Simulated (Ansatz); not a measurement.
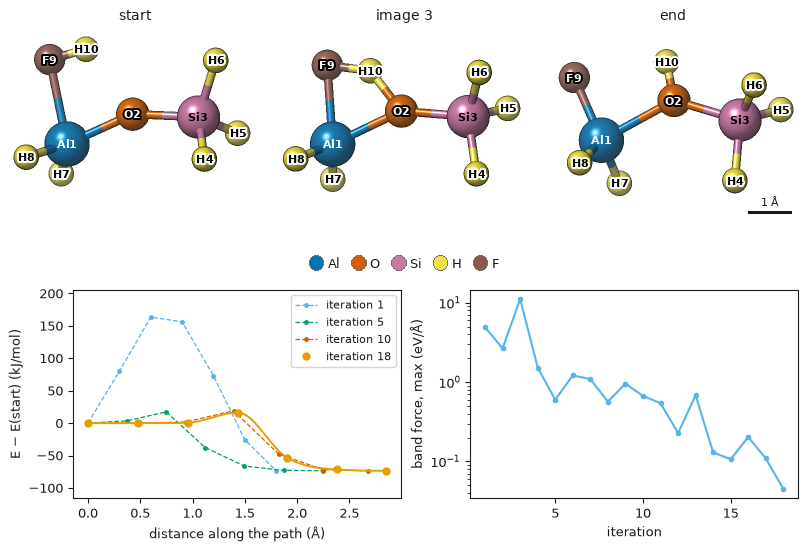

NEB run on AlSiH6OF. Images are numbered from 0 (start) to 6 (end). The plot follows the band through its iterations. A ball-and-stick model, seen at a tilt.

These are results of RHF/def2-SVP (Ansatz), not measurements. Settings: 5 movable images; climbing image; force threshold 0.05 eV/Å; iteration limit 60; starting path by straight interpolation.

Judge this run.

The run is converged, with reservations. The band converged in 18 iterations. The largest component of the band force went from 4.9 to 0.045 eV/Å. The climbing image converged on the top of the path. Its curvatures weren't checked. The straight starting path can push atoms close together and costs iterations. The first iteration put the highest image at 163.4 kJ/mol. The highest point, image 3, lies 16.3 kJ/mol above the start and 89.8 kJ/mol above the end; the end is at −73.5 kJ/mol relative to the start.

Limits of the set-up: Hartree-Fock leaves out electron correlation.
